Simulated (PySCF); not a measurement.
## Electronic structure of C₃H₅Cl in real space

Input

```
{"job": {"xc": "PBE0", "basis": "pcSseg-1", "kind": "nmr", "pop": true}, "charge": 0, "multiplicity": 1}
C      1.403127    -0.239538    -0.155746
C      0.291199     0.478801    -0.000192
C     -1.081153    -0.093996    -0.045489
Cl    -1.956019     0.196988     1.497752
H      2.390779     0.227847    -0.133100
H      1.367332    -1.322249    -0.312201
H      0.352791     1.559803     0.167633
H     -1.689961     0.377238    -0.830204
H     -1.064533    -1.178899    -0.213630
```

Command:

```sh
OMP_NUM_THREADS=1 python ens_run.py task.json out
```

Geometry: PBE0-D3(BJ)/def2-SVP.

Level of theory: PySCF, PBE0/pcSseg-1, SCF density, gas phase, non-relativistic.

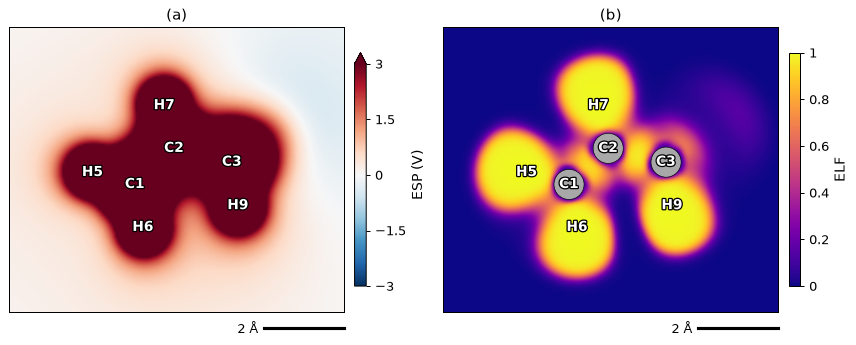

Figure 1. (a) electrostatic potential; (b) electron localisation function on the plane of atoms H5, C1 and H6. Grey discs cover the atomic cores in the ELF map.

Question: Describe what can be read from this map.

Answer: The plane passes through C and H nuclei.
C–C (1.33 Å): the ELF peaks at about 0.90 between the atoms; a short, multiple covalent bond.
C–H (1.09 Å): the ELF climbs to about 1 towards the hydrogen, as it does in any bond to H (an ordinary covalent bond to hydrogen).
C–C (1.49 Å): the ELF peaks at about 0.95 between the atoms, as expected for a covalent bond.
Outside the dense part of the molecule the potential is most negative (−0.4 V) near Cl4, which lies off the plane.

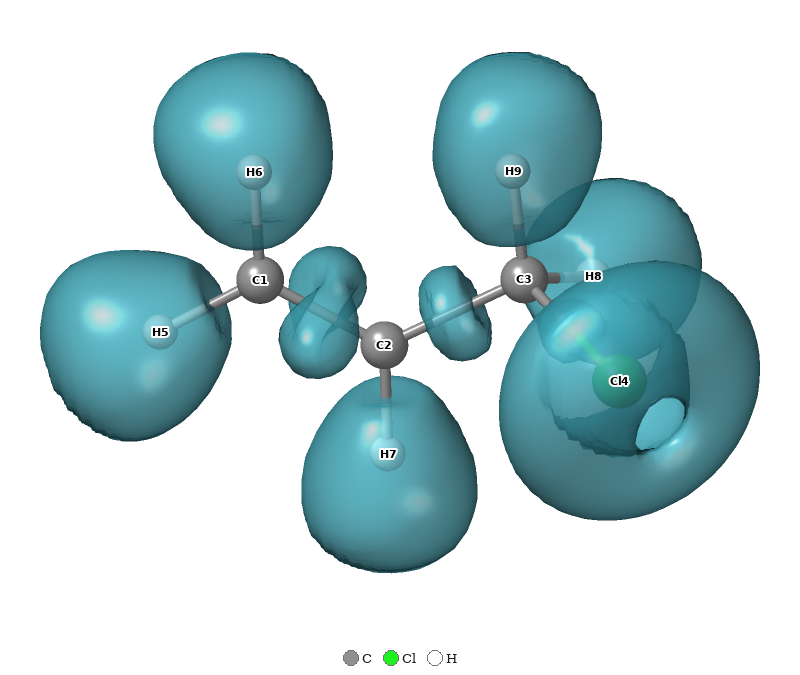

Figure 2. Isosurface of the ELF at 0.8 (cyan), seen at a tilt. Only the valence region is drawn (cores and ρ < 0.01 e/Å³ removed).

Question: What do the ELF domains correspond to?

Answer: At this value the surface marks out two regions between bonded C–C atoms (shared pairs), one region between bonded C–Cl atoms (shared pairs), five regions around hydrogen nuclei and one ring or bowl of non-bonding electrons around Cl. Profiles from the grid: C–Cl (1.80 Å): the ELF peaks at about 0.90 between the atoms, as expected for a covalent bond.

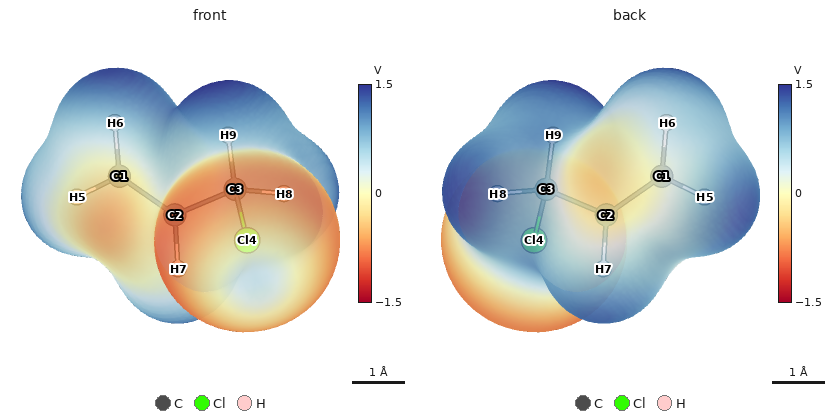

Figure 3. The molecular electrostatic potential painted on the density surface at 0.004 e/bohr³, seen from the front and from behind; red is negative and blue positive.

Question: Which sites attract a positive test charge, and which a negative one?

Answer: A positive charge is drawn to the negative regions and a negative charge to the positive ones. The most negative region (about −0.9 V) lies over Cl4, the most positive (about +1.5 V) over H6, H8 and H9. Cl4 shows a σ-hole: about +0.4 V at the tip opposite its bond, against about −0.7 V on its flanks.

Question: What dipole moment does the calculation give?

Answer: Its dipole moment is 2.10 D.
